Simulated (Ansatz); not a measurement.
## Electronic structure of C$_{2}$H$_{5}$AlBN in real space

```xyz
10

B    -1.2530    0.5767   -1.4187
C    -0.1438    0.2428   -0.4788
C    -0.3150   -0.4713    0.7023
N     0.8209   -0.6735    1.4228
Al    1.6885    0.2649    0.0805
H    -2.3757    0.2170   -1.1617
H    -1.0762    1.1954   -2.4326
H    -1.2730   -0.8592    1.0617
H     0.7920   -1.1794    2.2897
H     3.2184    0.6355   -0.0622
```

Geometry: PBE0-D4/def2-TZVP.

Theory: RKS PBE0-D4/def2-TZVPP (Ansatz).

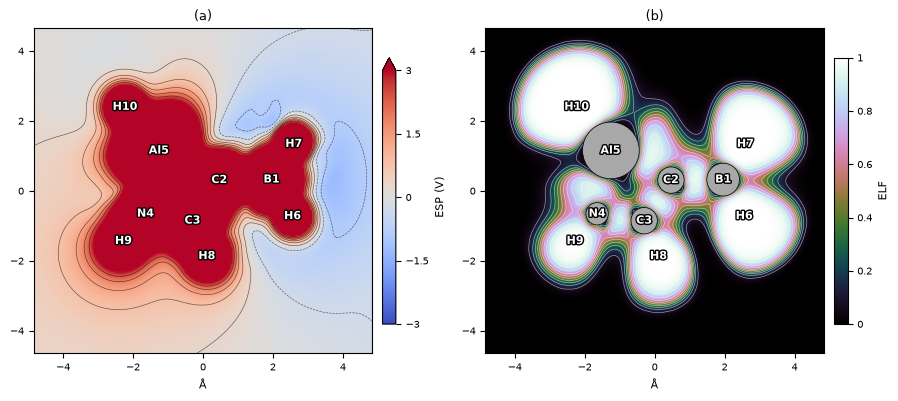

Figure 1. (a) molecular electrostatic potential; (b) ELF on the molecular plane. Grey discs cover the atomic cores in the ELF map.

Q: What do the fields say about this system?

A: The section cuts through B, C, N, Al and H sites. C–N (1.36 Å): the ELF peaks at about 0.90 between the atoms (a covalent bond). C–C (1.39 Å): the ELF peaks at about 0.95 between the atoms, as expected for a covalent bond. C–B (1.49 Å): the ELF peaks at about 0.95 between the atoms (a covalent bond). Al–N (1.85 Å): the ELF peaks at about 0.85 in the valence shell of N, 0.7 Å from its nucleus, and is about 0.60 at the midpoint. C–Al (1.92 Å): the ELF peaks at about 0.90 between the atoms (a shared but strongly polarised pair). Outside the dense part of the molecule the potential is most negative (−1.2 V) near H6.

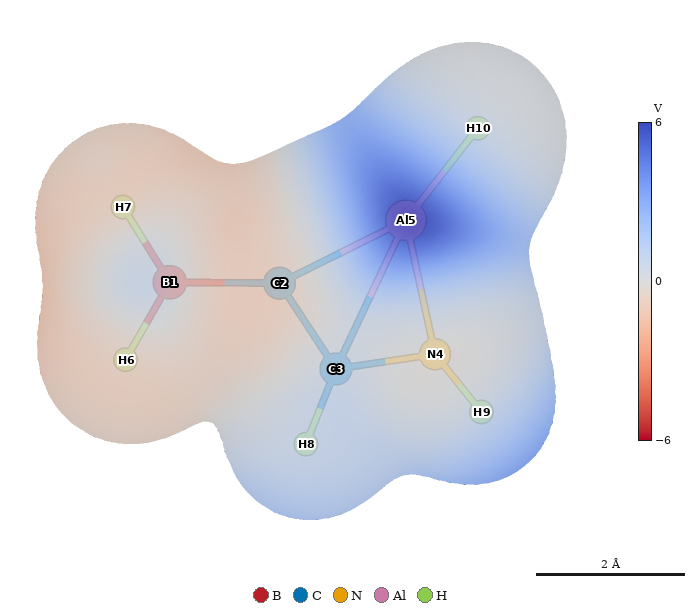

Figure 2. The electrostatic potential painted on the density surface at 0.004 e/bohr³, seen at a tilt; red is negative and blue positive.

Q: Where is the surface potential most negative and most positive?

A: The most negative region (about −1.2 V) lies over H6, the most positive (about +5.7 V) over Al5.

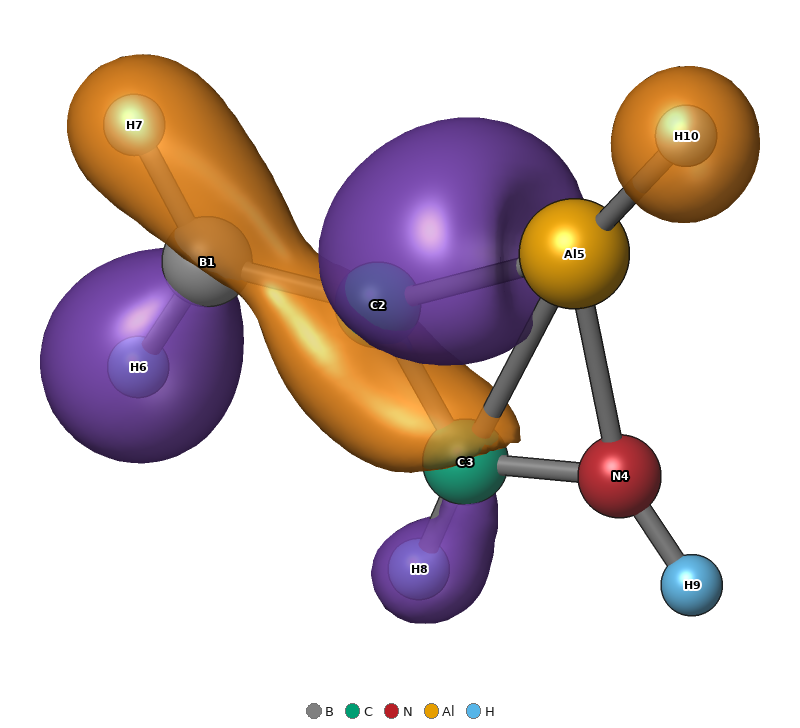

Figure 3. The HOMO−1 at ±0.15 Å⁻³ᐟ² (orange and purple are the two phases), seen at a tilt.

Q: Where does this orbital lie, and at what energy?

A: It lies mainly on C2 (about 30 %), Al5 (about 20 %), B1 (about 15 %), H6 (about 15 %), C3 (about 10 %) and H10 (about 5 %); it is symmetric in the molecular plane (an in-plane orbital: σ, lone-pair or in-plane π type). Its energy is −7.23 eV.
